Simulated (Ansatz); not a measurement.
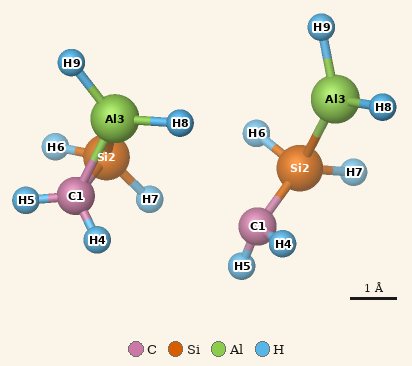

Two geometries of CH$_{6}$AlSi (charge −1), drawn at one scale. One is the start of a relaxation, the other its converged end. The picture is a ball-and-stick view, seen from a free direction.

Level of theory: RKS PBE0-D4/def2-TZVPD in Ansatz. (force threshold 0.005 eV/Å; at most 200 steps)

### Which of the two is the end point?

The left one is the relaxed one. The atom that moves furthest after the best rigid fit is H5 (1.70 Å). Largest moves by element: H 1.70 Å, C 0.89 Å, Al 0.55 Å, Si 0.55 Å. Some distances before and after: C1–Al3 3.347 → 2.005 Å, C1–Si2 1.819 → 1.924 Å, Si2–H7 1.583 → 1.511 Å, Si2–Al3 2.392 → 2.419 Å. Among the angles between lasting bonds that change: C1–Si2–Al3 104.4° → 53.5°, Al3–Si2–H7 105.6° → 128.4°, C1–Si2–H7 132.4° → 110.7°. Groups turn about C1–Si2 by about 75°. After 19 accepted moves (22 points after the start) the energy has fallen by 39.0 kcal/mol. Largest force component: 0.77 eV/Å at the start, 0.0015 eV/Å at the end. The line search rejected the trial steps at points 11, 14, 21 of the run. The run took of the order of 110 core-seconds on a shared host.
